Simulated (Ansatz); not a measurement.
## BSiH7O: molecular dynamics (part 1 of 3)

BSiH7O, computed with RKS B3LYP/def2-SVP (Ansatz 0.2.0).

It belongs to a series of runs on one base structure; here: dynamics from the highest image of the converged band. Figures and captions count atoms from 1; the log counts them from 0 in places.

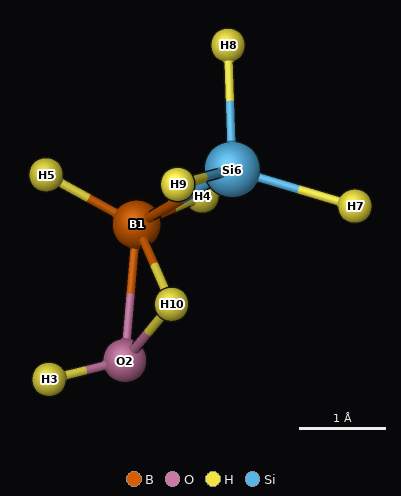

The starting structure (ball-and-stick view, seen at an oblique angle; atoms are numbered from 1 in the order of the input). Bond lengths as drawn: B–H 1.21 to 1.41 Å, B–O 1.59 Å, B–Si 2.20 Å, H–O 0.97 to 1.24 Å and H–Si 1.49 to 1.50 Å.

### Input
```yaml
crystal:
  periodic: [false, false, false]
  atoms:
    - { symbol: B, position_ang: [0.161491, 0.223047, 0.319802] }
    - { symbol: O, position_ang: [-0.184344, -0.556729, 1.66369] }
    - { symbol: H, position_ang: [-1.110381, -0.837656, 1.627445] }
    - { symbol: H, position_ang: [1.327546, 0.10284, 0.039045] }
    - { symbol: H, position_ang: [-0.681059, 0.097027, -0.537834] }
    - { symbol: Si, position_ang: [0.065712, 2.370321, 0.765622] }
    - { symbol: H, position_ang: [1.084173, 2.919991, 1.7104] }
    - { symbol: H, position_ang: [0.420057, 2.781116, -0.623584] }
    - { symbol: H, position_ang: [-1.260653, 2.971909, 1.112364] }
    - { symbol: H, position_ang: [-0.210241, 0.682833, 1.595747] }
basis:
  gaussian: { orbitals: def2-SVP }
hamiltonian:
  xc: b3lyp
md:
  timestep: 0.5
  n_steps: 200
  ensemble: nve
  temperature: 100.0
  initial_velocities: maxwell_boltzmann
  seed: 9423
```

Launch command:
```bash
ansatz run input.yaml --threads 2 --pin off --max-ram 3072MiB --backend cpu --events-out ev --progress --plain --runs-dir out
```

### The program's output
```
Engine: ansatz 0.2.0, aarch64-unknown-linux-gnu
Functional definition: B3LYP
  parameter a0 = 0.2
  parameter ax = 0.72
  parameter ac = 0.81
  exchange = (1 - a0 - ax)*slater_x + ax*b88_x + a0*exact_x
  correlation = (1 - ac)*vwn_rpa_c + ac*lyp_c
864 factors; integrals over basis functions are off by at most 3.7e-4 eV
mean field evaluation 1: about -10705.8608 eV, gradient 4.1e1 eV
mean field evaluation 2: about -10700.7744 eV, gradient 6.7e1 eV
mean field evaluation 4: about -10709.4018 eV, gradient 2.2e0 eV
mean field evaluation 8: about -10709.4347 eV, gradient 9.9e-2 eV
mean field evaluation 16: about -10709.4347 eV, gradient 3.7e-5 eV
mean field -10709.43468518 eV, -393.5644655648 hartree, gradient 3.7e-5 eV, S^2 0.000000; 0 other end points of the search recorded, 0 dependent functions left out
the calculation of the forces begins
reference -10709.43492922 eV, -393.5644745331 hartree; 17, 17 occupied and 64, 64 virtual orbitals, 864 factors
md step     0: t =     0.00 fs  T =   100.0 K  F+E_penalty+E_count = -10709.43468518 eV  E_kin = 0.103408 eV  conserved = -10709.33127718 eV  (24 SCF iters)
these checks for a lower state are left out or cut short: starts, cluster_reference, orbital_swaps, neighbouring_geometries, increment
864 factors; integrals over basis functions are off by at most 3.7e-4 eV
mean field -10709.43209516 eV, -393.5643703833 hartree, gradient 1.2e-5 eV, S^2 0.000000; 0 other end points of the search recorded, 0 dependent functions left out
the calculation of the forces begins
reference -10709.43233953 eV, -393.5643793636 hartree; 17, 17 occupied and 64, 64 virtual orbitals, 864 factors
md step     1: t =     0.50 fs  T =    97.5 K  F+E_penalty+E_count = -10709.43209516 eV  E_kin = 0.100857 eV  conserved = -10709.33123810 eV  (28 SCF iters)
[... from here on the SCF iterations and repeated set-up lines of each step are left out, up to the last step ...]
md step     2: t =     1.00 fs  T =    90.7 K  F+E_penalty+E_count = -10709.42491759 eV  E_kin = 0.093775 eV  conserved = -10709.33114273 eV  (28 SCF iters)
md step     3: t =     1.50 fs  T =    80.9 K  F+E_penalty+E_count = -10709.41464268 eV  E_kin = 0.083628 eV  conserved = -10709.33101507 eV  (28 SCF iters)
md step     4: t =     2.00 fs  T =    70.0 K  F+E_penalty+E_count = -10709.40327360 eV  E_kin = 0.072388 eV  conserved = -10709.33088553 eV  (23 SCF iters)
md step     5: t =     2.50 fs  T =    60.0 K  F+E_penalty+E_count = -10709.39285686 eV  E_kin = 0.062077 eV  conserved = -10709.33078000 eV  (23 SCF iters)
md step     6: t =     3.00 fs  T =    52.6 K  F+E_penalty+E_count = -10709.38506323 eV  E_kin = 0.054347 eV  conserved = -10709.33071666 eV  (22 SCF iters)
md step     7: t =     3.50 fs  T =    48.6 K  F+E_penalty+E_count = -10709.38090606 eV  E_kin = 0.050206 eV  conserved = -10709.33070021 eV  (22 SCF iters)
md step     8: t =     4.00 fs  T =    48.3 K  F+E_penalty+E_count = -10709.38065924 eV  E_kin = 0.049935 eV  conserved = -10709.33072398 eV  (23 SCF iters)
md step     9: t =     4.50 fs  T =    51.4 K  F+E_penalty+E_count = -10709.38396070 eV  E_kin = 0.053187 eV  conserved = -10709.33077325 eV  (23 SCF iters)
md step    10: t =     5.00 fs  T =    57.3 K  F+E_penalty+E_count = -10709.39004056 eV  E_kin = 0.059209 eV  conserved = -10709.33083171 eV  (28 SCF iters)
md step    11: t =     5.50 fs  T =    64.9 K  F+E_penalty+E_count = -10709.39797645 eV  E_kin = 0.067090 eV  conserved = -10709.33088645 eV  (28 SCF iters)
md step    12: t =     6.00 fs  T =    73.5 K  F+E_penalty+E_count = -10709.40689549 eV  E_kin = 0.075964 eV  conserved = -10709.33093125 eV  (28 SCF iters)
md step    13: t =     6.50 fs  T =    82.3 K  F+E_penalty+E_count = -10709.41608817 eV  E_kin = 0.085126 eV  conserved = -10709.33096228 eV  (28 SCF iters)
md step    14: t =     7.00 fs  T =    91.0 K  F+E_penalty+E_count = -10709.42507364 eV  E_kin = 0.094099 eV  conserved = -10709.33097494 eV  (28 SCF iters)
md step    15: t =     7.50 fs  T =    99.3 K  F+E_penalty+E_count = -10709.43367299 eV  E_kin = 0.102710 eV  conserved = -10709.33096287 eV  (28 SCF iters)
md step    16: t =     8.00 fs  T =   107.5 K  F+E_penalty+E_count = -10709.44211729 eV  E_kin = 0.111198 eV  conserved = -10709.33091920 eV  (28 SCF iters)
md step    17: t =     8.50 fs  T =   116.3 K  F+E_penalty+E_count = -10709.45115629 eV  E_kin = 0.120315 eV  conserved = -10709.33084175 eV  (28 SCF iters)
md step    18: t =     9.00 fs  T =   127.0 K  F+E_penalty+E_count = -10709.46208383 eV  E_kin = 0.131344 eV  conserved = -10709.33073949 eV  (25 SCF iters)
md step    19: t =     9.50 fs  T =   141.2 K  F+E_penalty+E_count = -10709.47659826 eV  E_kin = 0.145964 eV  conserved = -10709.33063378 eV  (27 SCF iters)
md step    20: t =    10.00 fs  T =   160.5 K  F+E_penalty+E_count = -10709.49647571 eV  E_kin = 0.165920 eV  conserved = -10709.33055582 eV  (27 SCF iters)
md step    21: t =    10.50 fs  T =   186.2 K  F+E_penalty+E_count = -10709.52310062 eV  E_kin = 0.192561 eV  conserved = -10709.33053932 eV  (27 SCF iters)
md step    22: t =    11.00 fs  T =   218.9 K  F+E_penalty+E_count = -10709.55696469 eV  E_kin = 0.226355 eV  conserved = -10709.33060997 eV  (27 SCF iters)
md step    23: t =    11.50 fs  T =   257.7 K  F+E_penalty+E_count = -10709.59729794 eV  E_kin = 0.266527 eV  conserved = -10709.33077119 eV  (27 SCF iters)
md step    24: t =    12.00 fs  T =   300.8 K  F+E_penalty+E_count = -10709.64204510 eV  E_kin = 0.311057 eV  conserved = -10709.33098791 eV  (27 SCF iters)
md step    25: t =    12.50 fs  T =   345.5 K  F+E_penalty+E_count = -10709.68840827 eV  E_kin = 0.357229 eV  conserved = -10709.33117905 eV  (27 SCF iters)
md step    26: t =    13.00 fs  T =   389.5 K  F+E_penalty+E_count = -10709.73402694 eV  E_kin = 0.402787 eV  conserved = -10709.33124006 eV  (27 SCF iters)
md step    27: t =    13.50 fs  T =   432.6 K  F+E_penalty+E_count = -10709.77841987 eV  E_kin = 0.447307 eV  conserved = -10709.33111292 eV  (27 SCF iters)
md step    28: t =    14.00 fs  T =   476.6 K  F+E_penalty+E_count = -10709.82367260 eV  E_kin = 0.492797 eV  conserved = -10709.33087531 eV  (27 SCF iters)
md step    29: t =    14.50 fs  T =   524.6 K  F+E_penalty+E_count = -10709.87320275 eV  E_kin = 0.542457 eV  conserved = -10709.33074537 eV  (27 SCF iters)
md step    30: t =    15.00 fs  T =   578.1 K  F+E_penalty+E_count = -10709.92869010 eV  E_kin = 0.597763 eV  conserved = -10709.33092678 eV  (26 SCF iters)
md step    31: t =    15.50 fs  T =   634.4 K  F+E_penalty+E_count = -10709.98738835 eV  E_kin = 0.655979 eV  conserved = -10709.33140942 eV  (27 SCF iters)
md step    32: t =    16.00 fs  T =   687.1 K  F+E_penalty+E_count = -10710.04247960 eV  E_kin = 0.710526 eV  conserved = -10709.33195372 eV  (27 SCF iters)
md step    33: t =    16.50 fs  T =   729.4 K  F+E_penalty+E_count = -10710.08656596 eV  E_kin = 0.754276 eV  conserved = -10709.33229031 eV  (27 SCF iters)
md step    34: t =    17.00 fs  T =   757.4 K  F+E_penalty+E_count = -10710.11554115 eV  E_kin = 0.783236 eV  conserved = -10709.33230529 eV  (27 SCF iters)
md step    35: t =    17.50 fs  T =   771.9 K  F+E_penalty+E_count = -10710.13022440 eV  E_kin = 0.798165 eV  conserved = -10709.33205974 eV  (27 SCF iters)
md step    36: t =    18.00 fs  T =   777.2 K  F+E_penalty+E_count = -10710.13541340 eV  E_kin = 0.803715 eV  conserved = -10709.33169873 eV  (27 SCF iters)
md step    37: t =    18.50 fs  T =   779.7 K  F+E_penalty+E_count = -10710.13763704 eV  E_kin = 0.806277 eV  conserved = -10709.33136044 eV  (25 SCF iters)
md step    38: t =    19.00 fs  T =   785.0 K  F+E_penalty+E_count = -10710.14294101 eV  E_kin = 0.811803 eV  conserved = -10709.33113770 eV  (27 SCF iters)
md step    39: t =    19.50 fs  T =   797.1 K  F+E_penalty+E_count = -10710.15534337 eV  E_kin = 0.824268 eV  conserved = -10709.33107544 eV  (26 SCF iters)
md step    40: t =    20.00 fs  T =   817.0 K  F+E_penalty+E_count = -10710.17604278 eV  E_kin = 0.844862 eV  conserved = -10709.33118112 eV  (28 SCF iters)
md step    41: t =    20.50 fs  T =   843.1 K  F+E_penalty+E_count = -10710.20325752 eV  E_kin = 0.871829 eV  conserved = -10709.33142850 eV  (27 SCF iters)
md step    42: t =    21.00 fs  T =   871.2 K  F+E_penalty+E_count = -10710.23263971 eV  E_kin = 0.900886 eV  conserved = -10709.33175323 eV  (26 SCF iters)
md step    43: t =    21.50 fs  T =   895.7 K  F+E_penalty+E_count = -10710.25832146 eV  E_kin = 0.926271 eV  conserved = -10709.33204999 eV  (26 SCF iters)
md step    44: t =    22.00 fs  T =   911.4 K  F+E_penalty+E_count = -10710.27461332 eV  E_kin = 0.942425 eV  conserved = -10709.33218804 eV  (26 SCF iters)
md step    45: t =    22.50 fs  T =   914.8 K  F+E_penalty+E_count = -10710.27807060 eV  E_kin = 0.946003 eV  conserved = -10709.33206738 eV  (26 SCF iters)
md step    46: t =    23.00 fs  T =   906.5 K  F+E_penalty+E_count = -10710.26907519 eV  E_kin = 0.937372 eV  conserved = -10709.33170356 eV  (23 SCF iters)
md step    47: t =    23.50 fs  T =   890.1 K  F+E_penalty+E_count = -10710.25171715 eV  E_kin = 0.920447 eV  conserved = -10709.33127003 eV  (23 SCF iters)
md step    48: t =    24.00 fs  T =   870.7 K  F+E_penalty+E_count = -10710.23142368 eV  E_kin = 0.900414 eV  conserved = -10709.33100932 eV  (23 SCF iters)
md step    49: t =    24.50 fs  T =   851.5 K  F+E_penalty+E_count = -10710.21160250 eV  E_kin = 0.880555 eV  conserved = -10709.33104745 eV  (23 SCF iters)
md step    50: t =    25.00 fs  T =   832.2 K  F+E_penalty+E_count = -10710.19186557 eV  E_kin = 0.860577 eV  conserved = -10709.33128858 eV  (23 SCF iters)
md step    51: t =    25.50 fs  T =   810.2 K  F+E_penalty+E_count = -10710.16928138 eV  E_kin = 0.837772 eV  conserved = -10709.33150954 eV  (23 SCF iters)
md step    52: t =    26.00 fs  T =   783.2 K  F+E_penalty+E_count = -10710.14142309 eV  E_kin = 0.809883 eV  conserved = -10709.33154028 eV  (24 SCF iters)
md step    53: t =    26.50 fs  T =   751.7 K  F+E_penalty+E_count = -10710.10872616 eV  E_kin = 0.777369 eV  conserved = -10709.33135756 eV  (24 SCF iters)
md step    54: t =    27.00 fs  T =   719.2 K  F+E_penalty+E_count = -10710.07478301 eV  E_kin = 0.743730 eV  conserved = -10709.33105266 eV  (24 SCF iters)
md step    55: t =    27.50 fs  T =   690.6 K  F+E_penalty+E_count = -10710.04493752 eV  E_kin = 0.714184 eV  conserved = -10709.33075391 eV  (24 SCF iters)
md step    56: t =    28.00 fs  T =   670.8 K  F+E_penalty+E_count = -10710.02427890 eV  E_kin = 0.693708 eV  conserved = -10709.33057080 eV  (24 SCF iters)
md step    57: t =    28.50 fs  T =   662.8 K  F+E_penalty+E_count = -10710.01590906 eV  E_kin = 0.685342 eV  conserved = -10709.33056662 eV  (24 SCF iters)
md step    58: t =    29.00 fs  T =   666.4 K  F+E_penalty+E_count = -10710.01990652 eV  E_kin = 0.689151 eV  conserved = -10709.33075524 eV  (23 SCF iters)
md step    59: t =    29.50 fs  T =   678.9 K  F+E_penalty+E_count = -10710.03310216 eV  E_kin = 0.702004 eV  conserved = -10709.33109836 eV  (24 SCF iters)
md step    60: t =    30.00 fs  T =   694.5 K  F+E_penalty+E_count = -10710.04971749 eV  E_kin = 0.718215 eV  conserved = -10709.33150226 eV  (24 SCF iters)
md step    61: t =    30.50 fs  T =   707.0 K  F+E_penalty+E_count = -10710.06289882 eV  E_kin = 0.731076 eV  conserved = -10709.33182250 eV  (24 SCF iters)
md step    62: t =    31.00 fs  T =   710.9 K  F+E_penalty+E_count = -10710.06701887 eV  E_kin = 0.735116 eV  conserved = -10709.33190239 eV  (24 SCF iters)
md step    63: t =    31.50 fs  T =   704.5 K  F+E_penalty+E_count = -10710.06011456 eV  E_kin = 0.728459 eV  conserved = -10709.33165530 eV  (24 SCF iters)
md step    64: t =    32.00 fs  T =   690.5 K  F+E_penalty+E_count = -10710.04516273 eV  E_kin = 0.713991 eV  conserved = -10709.33117138 eV  (24 SCF iters)
md step    65: t =    32.50 fs  T =   675.0 K  F+E_penalty+E_count = -10710.02875435 eV  E_kin = 0.698036 eV  conserved = -10709.33071837 eV  (24 SCF iters)
md step    66: t =    33.00 fs  T =   664.0 K  F+E_penalty+E_count = -10710.01722611 eV  E_kin = 0.686652 eV  conserved = -10709.33057398 eV  (24 SCF iters)
md step    67: t =    33.50 fs  T =   659.5 K  F+E_penalty+E_count = -10710.01273026 eV  E_kin = 0.681936 eV  conserved = -10709.33079462 eV  (24 SCF iters)
md step    68: t =    34.00 fs  T =   658.8 K  F+E_penalty+E_count = -10710.01242045 eV  E_kin = 0.681240 eV  conserved = -10709.33118031 eV  (23 SCF iters)
md step    69: t =    34.50 fs  T =   657.4 K  F+E_penalty+E_count = -10710.01124697 eV  E_kin = 0.679779 eV  conserved = -10709.33146806 eV  (23 SCF iters)
md step    70: t =    35.00 fs  T =   652.0 K  F+E_penalty+E_count = -10710.00570303 eV  E_kin = 0.674176 eV  conserved = -10709.33152736 eV  (23 SCF iters)
md step    71: t =    35.50 fs  T =   642.4 K  F+E_penalty+E_count = -10709.99573181 eV  E_kin = 0.664339 eV  conserved = -10709.33139276 eV  (24 SCF iters)
md step    72: t =    36.00 fs  T =   631.5 K  F+E_penalty+E_count = -10709.98421590 eV  E_kin = 0.653034 eV  conserved = -10709.33118158 eV  (25 SCF iters)
md step    73: t =    36.50 fs  T =   622.9 K  F+E_penalty+E_count = -10709.97517094 eV  E_kin = 0.644161 eV  conserved = -10709.33100945 eV  (25 SCF iters)
md step    74: t =    37.00 fs  T =   619.8 K  F+E_penalty+E_count = -10709.97190278 eV  E_kin = 0.640952 eV  conserved = -10709.33095077 eV  (24 SCF iters)
md step    75: t =    37.50 fs  T =   623.5 K  F+E_penalty+E_count = -10709.97577144 eV  E_kin = 0.644736 eV  conserved = -10709.33103553 eV  (24 SCF iters)
md step    76: t =    38.00 fs  T =   632.9 K  F+E_penalty+E_count = -10709.98567849 eV  E_kin = 0.654427 eV  conserved = -10709.33125185 eV  (24 SCF iters)
md step    77: t =    38.50 fs  T =   644.7 K  F+E_penalty+E_count = -10709.99822517 eV  E_kin = 0.666671 eV  conserved = -10709.33155374 eV  (24 SCF iters)
md step    78: t =    39.00 fs  T =   654.3 K  F+E_penalty+E_count = -10710.00847178 eV  E_kin = 0.676615 eV  conserved = -10709.33185719 eV  (25 SCF iters)
md step    79: t =    39.50 fs  T =   656.9 K  F+E_penalty+E_count = -10710.01128935 eV  E_kin = 0.679239 eV  conserved = -10709.33205083 eV  (24 SCF iters)
md step    80: t =    40.00 fs  T =   649.0 K  F+E_penalty+E_count = -10710.00314057 eV  E_kin = 0.671116 eV  conserved = -10709.33202445 eV  (24 SCF iters)
md step    81: t =    40.50 fs  T =   630.6 K  F+E_penalty+E_count = -10709.98379149 eV  E_kin = 0.652059 eV  conserved = -10709.33173298 eV  (24 SCF iters)
md step    82: t =    41.00 fs  T =   605.1 K  F+E_penalty+E_count = -10709.95701581 eV  E_kin = 0.625756 eV  conserved = -10709.33125952 eV  (24 SCF iters)
md step    83: t =    41.50 fs  T =   578.9 K  F+E_penalty+E_count = -10709.92940017 eV  E_kin = 0.598588 eV  conserved = -10709.33081229 eV  (24 SCF iters)
md step    84: t =    42.00 fs  T =   557.7 K  F+E_penalty+E_count = -10709.90735720 eV  E_kin = 0.576748 eV  conserved = -10709.33060874 eV  (24 SCF iters)
md step    85: t =    42.50 fs  T =   544.7 K  F+E_penalty+E_count = -10709.89400740 eV  E_kin = 0.563285 eV  conserved = -10709.33072271 eV  (24 SCF iters)
md step    86: t =    43.00 fs  T =   538.7 K  F+E_penalty+E_count = -10709.88807294 eV  E_kin = 0.557033 eV  conserved = -10709.33103948 eV  (24 SCF iters)
md step    87: t =    43.50 fs  T =   535.8 K  F+E_penalty+E_count = -10709.88543154 eV  E_kin = 0.554072 eV  conserved = -10709.33135960 eV  (24 SCF iters)
md step    88: t =    44.00 fs  T =   532.3 K  F+E_penalty+E_count = -10709.88192825 eV  E_kin = 0.550393 eV  conserved = -10709.33153565 eV  (25 SCF iters)
md step    89: t =    44.50 fs  T =   526.1 K  F+E_penalty+E_count = -10709.87551268 eV  E_kin = 0.543982 eV  conserved = -10709.33153043 eV  (24 SCF iters)
```
